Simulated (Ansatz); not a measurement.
# BH2F (SMILES [H]B([H])F) at 6 levels

We compute a comparison of 6 runs (HF/STO-3G, UHF/STO-3G, HSE06/STO-3G, UPBE/STO-3G, UMP2/STO-3G, CCSDT(Q)/STO-3G) of BH2F. 

Program for the calculation: Ansatz 0.2.0.

56 further runs of the same task are left out: 2 that didn't finish, 54 set aside as unsound or not needed.

### Step 1. Starting point

BH2F has 4 atoms, charge 0, and is taken as a singlet. SMILES: `[H]B([H])F`. The F4–B1 distance was set to 3.264 Å, away from the relaxed value. At this shape a bond of the SMILES string is far longer than usual.

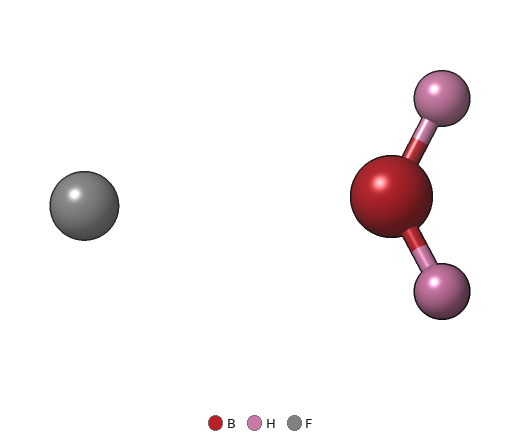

The structure, seen from a chosen angle (boron red, hydrogen pink, fluorine grey).

### Step 2. A single-point energy at HF/STO-3G (run 1)

Input file run.yaml:

```yaml
crystal:
  periodic: [false, false, false]
  atoms:
    - {symbol: B, position_ang: [1.050179, 1.721090, -0.003345]}
    - {symbol: H, position_ang: [2.218609, 1.637920, 0.011685]}
    - {symbol: H, position_ang: [0.441919, 2.722070, -0.023395]}
    - {symbol: F, position_ang: [-0.650140, -1.065400, 0.003230]}
basis:
  gaussian: {orbitals: STO-3G}
accuracy: high
hamiltonian: {xc: hf}
```

On the command line:

```
$ ansatz run run.yaml --threads 1 --pin off --max-ram 2610MiB --events-out events.jsonl --progress --plain --runs-dir runs
```

The log of the run:

```text
Warning: RAYON_NUM_THREADS=1 ignored (pool sized by the plan → 1); use --threads N
Functional definition: HF
  name "HF"
  exchange = exact_x
  correlation = 0
175 factors; integrals over basis functions are off by at most 2.8e-8 eV
mean field evaluation 1: about -3343.9053 eV, gradient 1.4e1 eV
mean field evaluation 2: about -3343.8963 eV, gradient 1.4e1 eV
mean field evaluation 4: about -3344.4604 eV, gradient 1.1e1 eV
mean field evaluation 8: about -3344.7180 eV, gradient 8.8e0 eV
mean field evaluation 16: about -3350.4248 eV, gradient 7.4e-7 eV
mean field evaluation 32: about -3346.8358 eV, gradient 2.1e1 eV
mean field -3350.42478683 eV, -123.1258399165 hartree, gradient 1.4e-8 eV, S^2 0.000000; 1 other end points of the search recorded, 0 dependent functions left out
reference -3350.42478683 eV, -123.1258399165 hartree; 8, 8 occupied and 4, 4 virtual orbitals, 175 factors
Total energy: -3350.42478683 eV, -123.1258399165 hartree
```

Run time: 0.06 s. Hardware: 1 thread of Intel Xeon Platinum 8488C (Sapphire Rapids), shared host.

### Step 3. The energy at UHF/STO-3G (run 2)

Input file in.yaml:

```yaml
crystal:
  periodic: [false, false, false]
  atoms:
    - {symbol: B, position_ang: [1.050179, 1.721090, -0.003345]}
    - {symbol: H, position_ang: [2.218609, 1.637920, 0.011685]}
    - {symbol: H, position_ang: [0.441919, 2.722070, -0.023395]}
    - {symbol: F, position_ang: [-0.650140, -1.065400, 0.003230]}
basis:
  gaussian: {orbitals: STO-3G}
magnetization: {spin_polarized: true}
hamiltonian: {xc: hf}
accuracy: high
```

On the command line:

```
$ ansatz run in.yaml --threads 1 --pin off --max-ram 2610MiB --events-out events.jsonl --progress --plain --runs-dir runs
```

The log of the run, shortened:

```text
Warning: RAYON_NUM_THREADS=1 ignored (pool sized by the plan → 1); use --threads N
Functional definition: HF
  name "HF"
[...]
175 factors; integrals over basis functions are off by at most 2.8e-8 eV
[...]
mean field -3357.80294404 eV, -123.3969821928 hartree, gradient 5.2e-9 eV, S^2 0.999530; 4 other end points of the search recorded, 0 dependent functions left out
reference -3357.80294404 eV, -123.3969821928 hartree; 8, 8 occupied and 4, 4 virtual orbitals, 175 factors
Total energy: -3357.80294404 eV, -123.3969821928 hartree
```

Wall time 0.14 s (1 thread of Intel Xeon Platinum 8488C (Sapphire Rapids), shared host).

### Step 4. The energy at HSE06/STO-3G (run 3)

Input file input.yaml:

```yaml
crystal:
  periodic: [false, false, false]
  atoms:
    - symbol: B
      position_ang: [1.050179, 1.721090, -0.003345]
    - symbol: H
      position_ang: [2.218609, 1.637920, 0.011685]
    - symbol: H
      position_ang: [0.441919, 2.722070, -0.023395]
    - symbol: F
      position_ang: [-0.650140, -1.065400, 0.003230]
basis:
  gaussian:
    orbitals: STO-3G
hamiltonian:
  xc: hse06
accuracy: high
```

On the command line:

```
$ ansatz run input.yaml --threads 1 --pin off --max-ram 2610MiB --events-out events.jsonl --progress --plain --runs-dir runs
```

The log of the run:

```text
Warning: RAYON_NUM_THREADS=1 ignored (pool sized by the plan → 1); use --threads N
Functional definition: HSE06
  name "HSE06"
  parameter a = 0.25
  parameter omega = 0.11/bohr
  exchange = pbe_x - a*pbe_x_sr(omega) + a*exact_x_sr(omega)
  correlation = pbe_c
175 factors; integrals over basis functions are off by at most 2.8e-8 eV
53 factors; integrals over basis functions are off by at most 5.2e-10 eV
mean field evaluation 1: about -3354.2829 eV, gradient 1.5e1 eV
mean field evaluation 2: about -2969.2180 eV, gradient 3.8e1 eV
mean field evaluation 4: about -3354.0290 eV, gradient 1.3e1 eV
mean field evaluation 8: about -3364.6357 eV, gradient 5.3e-1 eV
mean field evaluation 16: about -3363.7566 eV, gradient 1.1e1 eV
mean field -3364.61383905 eV, -123.6472779680 hartree, gradient 8.2e-8 eV, S^2 0.000000; 2 other end points of the search recorded, 0 dependent functions left out
reference -3364.61384048 eV, -123.6472780203 hartree; 8, 8 occupied and 4, 4 virtual orbitals, 175 factors
Total energy: -3364.61384048 eV, -123.6472780203 hartree
```

Wall time 0.54 s (1 thread of Intel Xeon Platinum 8488C (Sapphire Rapids), shared host).

Runs 4 to 5 aren't shown in full; the table further down has their settings and results.

### Step 5. The energy at CCSDT(Q)/STO-3G (run 6)

Input file in.yaml:

```yaml
basis:
  gaussian: {orbitals: STO-3G}
crystal:
  periodic: [false, false, false]
  atoms:
    - {symbol: B, position_ang: [1.050179, 1.721090, -0.003345]}
    - {symbol: H, position_ang: [2.218609, 1.637920, 0.011685]}
    - {symbol: H, position_ang: [0.441919, 2.722070, -0.023395]}
    - {symbol: F, position_ang: [-0.650140, -1.065400, 0.003230]}
accuracy: high
correlation: {method: ccsdt_q, frozen_orbitals: {B: 1, F: 1, H: 0}}
scf: {omitted_lower_state_checks: [cluster_reference, increment]}
```

On the command line:

```
$ ansatz run in.yaml --threads 1 --pin off --max-ram 2610MiB --events-out events.jsonl --progress --plain --runs-dir runs
```

The log of the run:

```text
Warning: RAYON_NUM_THREADS=1 ignored (pool sized by the plan → 1); use --threads N
[... 13 lines left out ...]
2 core orbitals not correlated: weight in the atoms' cores, before any rotation towards them, 1.000 or more for the frozen orbitals, at most 0.000 for the correlated occupied ones
[... 71 lines left out ...]
WARN: these amplitudes may be one of several solutions (largest doubles amplitude 0.94, level shift 18.19 eV)
Total energy: -3358.80527874 eV, -123.4338173137 hartree
Checks for a lower state left out: cluster_reference, increment
```

Run time: 0.24 s. Hardware: 1 thread of Intel Xeon Platinum 8488C (Sapphire Rapids), shared host.

### Step 6. Overview of the runs

| run | level | frozen core orbitals | energy (Eh) | wall time |
| --- | --- | --- | --- | --- |
| 1 | HF/STO-3G | – | -123.125840 | 0.06 s |
| 2 | UHF/STO-3G | – | -123.396982 | 0.14 s |
| 3 | HSE06/STO-3G | – | -123.647278 | 0.54 s |
| 4 | UPBE/STO-3G | – | -123.701899 | 2.5 s |
| 5 | UMP2/STO-3G | 2 | -123.420587 | 0.2 s |
| 6 | CCSDT(Q)/STO-3G | 2 | -123.433817 | 0.24 s |

### Step 7. Summary of results

| quantity | value |
| --- | --- |
| run 6: total energy | -123.43382 Eh |
| run 6: correlation energy (2 core orbitals frozen) | -308.0 mEh |
| run 6: T1 diagnostic | 0.055 |

In words: Below the UHF energy at the same shape and in the same basis (STO-3G): UMP2 -23.6 mEh; CCSDT(Q) -36.8 mEh. Some of these start from another determinant than that one, so these aren't their correlation energies. Totals of different functionals can't be ranked against each other. In run 6 the log says that unrestricted orbitals would lower the reference, so the values rest on an unstable closed-shell determinant (other closed-shell runs at this shape may share the fault). In runs 1, 2, 3, 4, 5, 6 the basis is minimal, so the values are rough. Spin contamination of the reference: run 2 ⟨S²⟩ = 1.00, run 5 ⟨S²⟩ = 1.00, run 4 ⟨S²⟩ = 0.94. Where it is this large, the reference is a mixture of spin states, and values that rest on it are in doubt. All runs together took 3.7 s, the longest 2.5 s.
